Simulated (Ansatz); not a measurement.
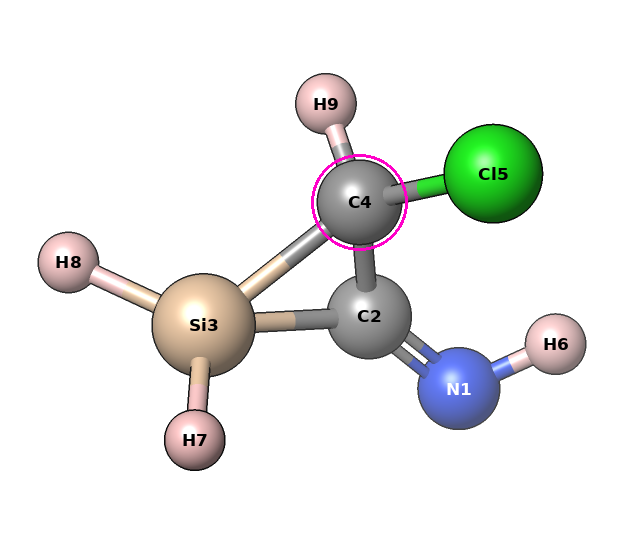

Distant atoms are faded towards the background colour. Circles mark the stereogenic atoms. The geometry was computed by an optimisation with PBE-D4/def2-SVP. No frequency run is at hand to confirm it as a minimum.

Question: Assign CIP descriptors.

Answer: C4: S (priorities Cl5 > Si3 > C2 > H9).
